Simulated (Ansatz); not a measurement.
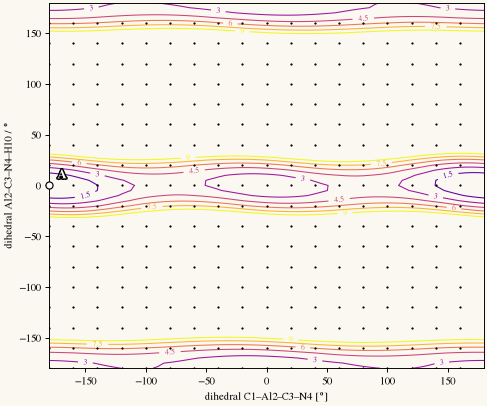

C₂H₆AlN, SMILES [CH3][AlH][CH]=N. The first coordinate is: dihedral C1–Al2–C3–N4; the second: dihedral Al2–C3–N4–H10. Nothing is relaxed (all other coordinates rigid). The grid has 18 × 18 points. Points are written as (first, second). All energies are given in kcal/mol relative to the lowest grid point. The dihedral twists a double bond; near 90° a spin-restricted reference is unreliable. All numbers below come from RKS PBE-D4/def2-SVP in Ansatz 0.2.0.

The picture shows contour lines labelled in kcal/mol (none above 9), dots at the grid points, the point A. Between grid points the surface is interpolated.

Question: Find the lowest pass out of the well at A.

Answer: The easiest path leads from the well at (−180°, 0°) to the well at (0°, 0°), about 1.8 kcal/mol higher. Its highest point lies about 3.5 kcal/mol above the bottom of the first well on the interpolated surface, at (−80°, 0°). Seen from the upper well the barrier is about 1.7 kcal/mol. The start is the relaxed structure and all else is held, so a fully relaxed path at this level can only be lower.

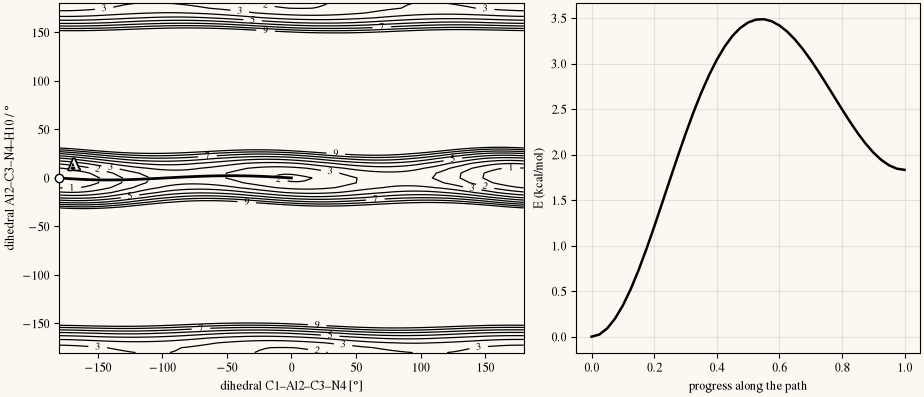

In the figure: contour lines labelled in kcal/mol (none above 9), a line along the lowest path, the energy along the path at the right. Between grid points the surface is interpolated.
